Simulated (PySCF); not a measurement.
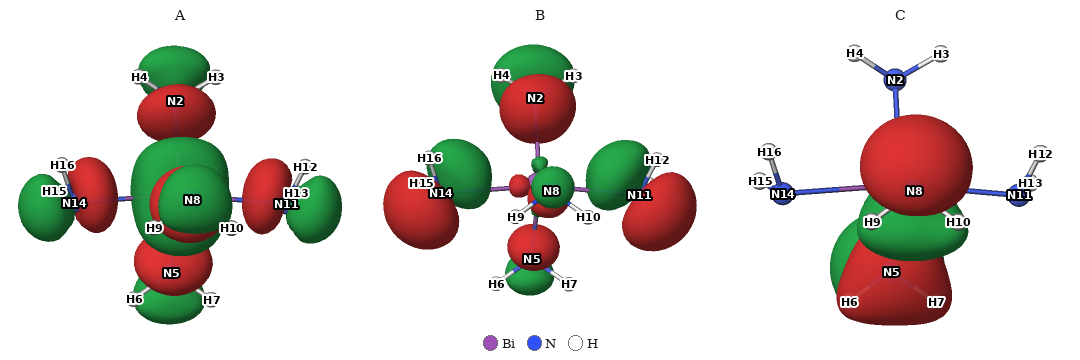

The picture shows: BiH10N5 (Bi(NH2)5). Three frontier orbitals at ±0.1 Å⁻³ᐟ² (green and red are the two phases), in no order.

Core potentials replace the inner electrons of Bi.

These are results of RKS BP86, Bi def2-SVP with ECP60, N def2-SVP, H def2-SVP; non-relativistic Hamiltonian with scalar-relativistic core potentials where named; density fitting (PySCF 2.14.0), not measurements.

```yaml
atoms:
  - { symbol: Bi, position_ang: [0.0703, 0.0000, 0.0035] }
  - { symbol: N, position_ang: [-1.1432, 0.0000, 1.8617] }
  - { symbol: H, position_ang: [-0.8181, 0.8221, 2.4022] }
  - { symbol: H, position_ang: [-0.8181, -0.8221, 2.4022] }
  - { symbol: N, position_ang: [-1.1909, 0.0000, -1.7988] }
  - { symbol: H, position_ang: [-0.8645, -0.8252, -2.3328] }
  - { symbol: H, position_ang: [-0.8645, 0.8252, -2.3328] }
  - { symbol: N, position_ang: [2.2861, 0.0000, 0.1503] }
  - { symbol: H, position_ang: [2.5746, -0.8224, -0.4098] }
  - { symbol: H, position_ang: [2.5746, 0.8224, -0.4098] }
  - { symbol: N, position_ang: [0.1542, 2.2509, -0.1700] }
  - { symbol: H, position_ang: [0.6372, 2.5875, 0.6840] }
  - { symbol: H, position_ang: [-0.8223, 2.5776, -0.0454] }
  - { symbol: N, position_ang: [0.1542, -2.2509, -0.1700] }
  - { symbol: H, position_ang: [-0.8223, -2.5776, -0.0454] }
  - { symbol: H, position_ang: [0.6372, -2.5875, 0.6840] }
```

### Order the three orbitals by energy and name them.

C is the HOMO−1 (−5.84 eV). By Hirshfeld shares it lies mainly on N5 (about 40 %), N8 (about 40 %) and Bi1 (about 5 %); largely a combination of lone pairs on N5 and N8. B is the HOMO (−5.36 eV). Its weight (Hirshfeld) is mainly on N11 (about 25 %), N14 (about 25 %), N2 (about 25 %) and Bi1 (about 5 %); largely a combination of lone pairs on N11, N14 and N2. A is the LUMO (−3.12 eV). Its weight (Hirshfeld) is mainly on Bi1 (about 20 %), N8 (about 15 %), N5 (about 15 %), N2 (about 15 %), N11 (about 15 %) and N14 (about 15 %).

### What is the HOMO–LUMO gap?

2.24 eV between the orbital energies.
